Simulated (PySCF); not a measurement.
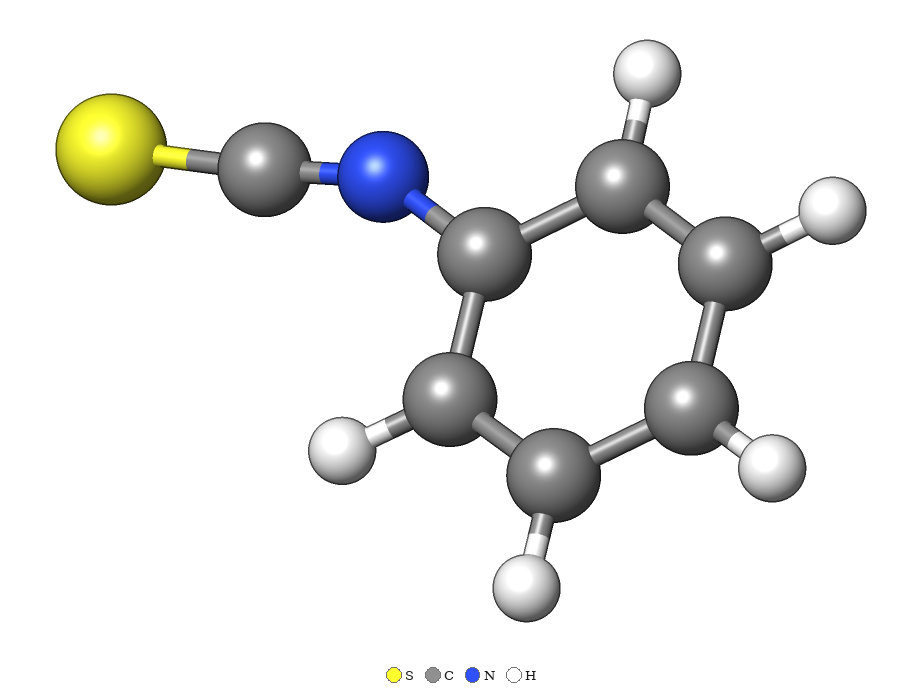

Ball-and-stick drawing of a structure.

Describe the molecule.

It has 14 atoms: 7 carbon, 5 hydrogen, 1 nitrogen and 1 sulfur (C₇H₅NS). SMILES: `S=C=Nc1ccccc1`. Independent rings (smallest set): 1 of 6 members, 1 of them aromatic. This geometry has Cs symmetry. All atoms lie on one plane. Coordination: 1 C linear; 1 N bent; 6 C trigonal planar.

The parts below concern this one geometry. Atoms keep their numbers from picture to picture. The geometry was computed by an optimisation with PBE0-D3(BJ)/def2-TZVP. No frequency run is at hand to confirm it as a minimum.

## Ring current

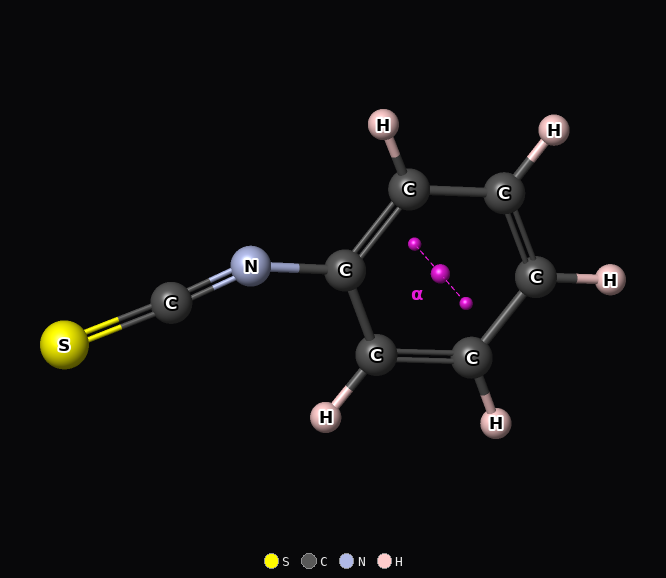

The small points mark where nucleus-independent chemical shifts (NICS) were computed: at the centre of each lettered ring and 1 Å above and below it. No frequency run is at hand to confirm it as a minimum. Level of theory: GIAO ωB97X-D/pcSseg-2 NMR shielding, non-relativistic, IEF-PCM chloroform (PySCF 2.14.0).

Give NICS(0), NICS(1) and the out-of-plane component NICS(1)zz for each ring (means of the two sides).

```
ring  members  NICS(0)  NICS(1)  NICS(1)zz
   α       C6     −8.8     −9.8      −28.0
```

Values in ppm.

Question: What do the values say about the ring currents?

Answer: Ring α: diatropic, as in an aromatic ring. NICS is one index among several.

## NMR shielding

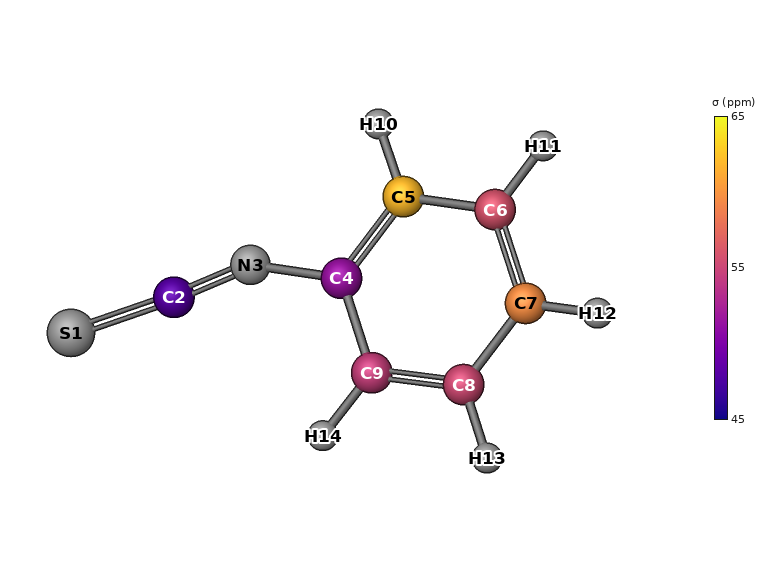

Atoms are coloured by their isotropic NMR shieldings (C only, the others grey). No frequency run is at hand to confirm it as a minimum. Method: GIAO KT3/pcSseg-2 NMR shielding, non-relativistic, gas phase (PySCF 2.14.0).

Question: Which C atom is the most shielded (lowest chemical shift)?

Answer: C5 (62.0 ppm).

Question: Which C atom is the least shielded (highest chemical shift)?

Answer: C2 (48.1 ppm).

Question: How wide is the range of C shifts?

Answer: 13.9 ppm.

Give the isotropic NMR shieldings of the C atoms atom by atom.

```tsv
atom	σ (ppm)
C2	48.1
C4	51.4
C5	62.0
C6	56.0
C7	59.6
C8	55.3
C9	54.7
```

## Levels of theory compared

No frequency run is at hand to confirm it as a minimum. Program: PySCF 2.14.0.

At this fixed geometry, give HOMO energy (eV), HOMO–LUMO gap (eV), dipole (D) at these levels: B97-2/pcSseg-2; KT3/pcSseg-2; PBE0/pcSseg-2; WP04/pcSseg-2 in chloroform (IEF-PCM); ωB97X-D/pcSseg-2; ωB97X-D/pcSseg-2 in chloroform (IEF-PCM).

```csv
level,HOMO energy (eV),HOMO–LUMO gap (eV),dipole (D)
B97-2/pcSseg-2,−6.53,5.14,2.92
KT3/pcSseg-2,−5.83,3.72,2.77
PBE0/pcSseg-2,−6.76,5.39,2.92
WP04/pcSseg-2 in chloroform (IEF-PCM),−7.87,4.56,3.61
ωB97X-D/pcSseg-2,−8.41,8.68,3.04
ωB97X-D/pcSseg-2 in chloroform (IEF-PCM),−8.41,8.73,3.86
```
